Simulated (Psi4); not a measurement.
**BF (SMILES [B]F): HF/aug-pcseg-3 (density fitting, sweep point 4)**

Wanted: a geometry optimisation of BF. Input form: a Python script.

The results are computed with Psi4 1.11.

1 further run of the same task is left out (set aside as unsound or not needed).

## (1) The structure to begin with

BF: 2 atoms, total charge 0, spin state singlet. As SMILES, `[B]F`. The coordinates come from a PBE0-D4/def2-TZVP relaxation. The run starts from this shape.

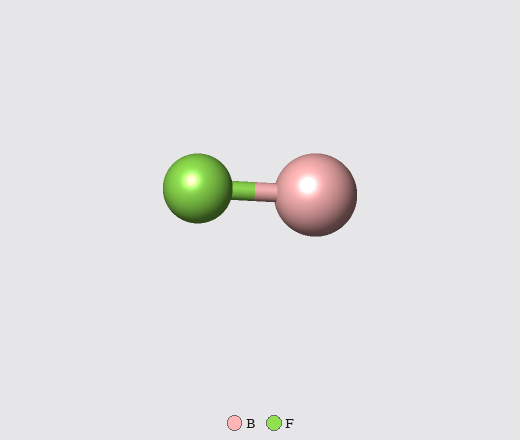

The structure, seen from a chosen angle (boron pink, fluorine green).

## (2) A geometry optimisation at HF/aug-pcseg-3 (density fitting, sweep point 4)

File run.py:

```python
import psi4

psi4.set_memory(1600000000)
psi4.set_num_threads(1)
psi4.core.set_output_file('psi4.out', False)

molecule = psi4.geometry("""
B      0.000000     0.000000    -0.009350
F      0.000000     0.000000     1.253740
symmetry c1
""")

psi4.set_options({
    'reference': 'rhf',
    'puream': True,
    'scf_type': 'df',
    'g_convergence': 'gau_tight',
    'geom_maxiter': 50,
})

e = psi4.optimize("hf/aug-pcseg-3", molecule=molecule)
print(f'total energy {e:.8f} hartree = {e * 27.211386:.5f} eV')
print(molecule.to_string(dtype='xyz', units='Angstrom'))
```

Command:

```sh
$ python run.py
```

psi4.out:

```text
[...]
  Running in c1 symmetry.
[...]
  Nuclear repulsion =   18.852951476260600
[...]
  Multiplicity = 1
[...]
  Nalpha       = 7
  Nbeta        = 7
[...]
    Number of basis functions: 170
[...]
   @DF-RHF iter   1:  -124.14697367657629   -7.48517e-01   1.48633e-03 DIIS/ADIIS
[...]
   @DF-RHF iter   3:  -124.16650700932766   -1.18661e-11   4.71145e-09 DIIS
[...]
    Orbital Energies [Eh]
    ---------------------
    Doubly Occupied:
       1A    -26.378917     2A     -7.705695     3A     -1.709103
       4A     -0.862799     5A     -0.753127     6A     -0.753127
       7A     -0.402720
[...]
  @DF-RHF Final Energy:  -124.16650700932766
   => Energetics <=
    Nuclear Repulsion Energy =             19.1349007719422737
    One-Electron Energy =                -209.4718369381310765
    Two-Electron Energy =                  66.1704291568611325
    Total Energy =                       -124.1665070093276597
[...]
 Multipole Moments:
 ------------------------------------------------------------------------------------
     Multipole            Electronic (a.u.)      Nuclear  (a.u.)        Total (a.u.)
 ------------------------------------------------------------------------------------
 L = 1.  Multiply by 2.5417464519 to convert [e a0] to [Debye]
 Dipole X            :          0.0000000            0.0000000            0.0000000
 Dipole Y            :          0.0000000            0.0000000            0.0000000
 Dipole Z            :          0.0626335            0.3206717            0.3833052
 Magnitude           :                                                    0.3833052
[...]
  -Total Gradient:
     Atom            X                  Y                   Z
    ------   -----------------  -----------------  -----------------
       1        0.000000000000    -0.000000000000     0.000001847698
       2       -0.000000000000     0.000000000000    -0.000001847698
[...]
    Final optimized geometry and variables:
    Molecular point group: c1
    Full point group: C_inf_v
    Geometry (in Angstrom), charge = 0, multiplicity = 1:
    B            0.000000000000     0.000000000000    -0.787901085781
    F            0.000000000000     0.000000000000     0.456577511938
[...]
```

Standard output:

```text
Some dependencies such as QCElemental have not yet finished migration to pydantic v2. If issues are encountered please downgrade pydantic or upgrade QCElemental as appropriate
	Denominators (dg)(dq) or (dq)(dq) are very small.
	Skipping Hessian update for step 4.
Optimizer: Optimization complete!
total energy -124.16650701 hartree = -3378.74275 eV
2
0 1 BF
B                     0.000000000000     0.000000000000    -0.787901085781
F                     0.000000000000     0.000000000000     0.456577511938
```

Run time: 14 s. Hardware: 1 thread of Intel Xeon at 2.70GHz, shared host; peak memory 0.33 GiB.

Step by step:

```tsv
step	energy from the first frame kept (eV)	largest force (eV/Å)
0	0.0000	1.0029
1	-0.0087	0.3092
2	-0.0095	0.0210
3	-0.0095	0.0014
4	-0.0095	0.0001
```

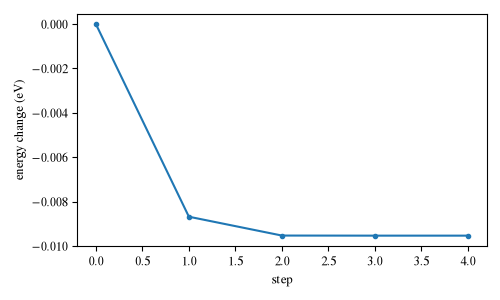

Energy along the run.

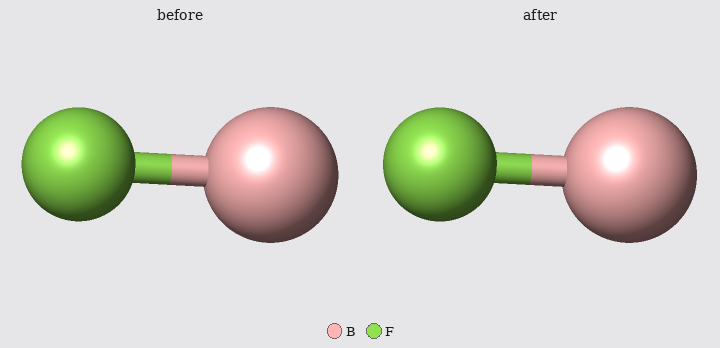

Before and after, at one scale.

After the run. Bond lengths: B1–F2 1.244 Å.

## (3) Results

At HF/aug-pcseg-3 (density fitting, sweep point 4):

```
               quantity          value
total energy at the end  -124.16651 Eh
          dipole moment         0.97 D
            HOMO energy      -10.96 eV
            LUMO energy        0.66 eV
          HOMO–LUMO gap       11.62 eV
            bond length        1.244 Å
```

In words: At the final geometry: Bond lengths: B1–F2 1.244 Å. The optimisation took 5 steps and changed the energy by -0.010 eV.
